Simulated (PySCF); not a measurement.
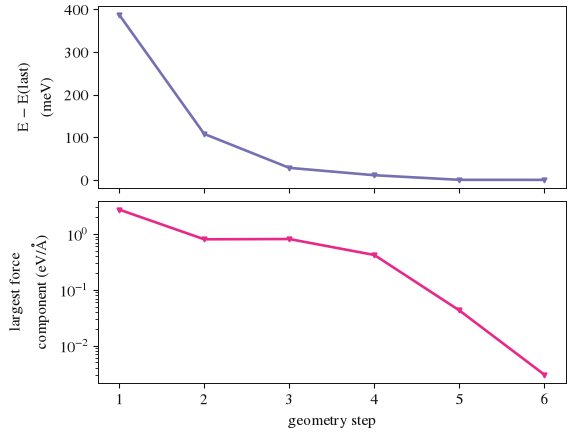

History of a geometry optimisation. The start has point group C3v, which is kept. A held symmetry can leave a saddle point.

IrH3 molecule; RKS-based PBE0, Ir dyall-v2z, H def2-TZVP; non-relativistic; density fitting (PySCF 2.14.0).

Question: How did it end, and what did it gain?

Answer: The optimisation met its thresholds at geometry 6, counting the start as the first. The energy fell by about 390 meV from the first step to the last. The largest force component goes from about 2.7 eV/Å at the start to 3 × 10⁻³ eV/Å at the end.
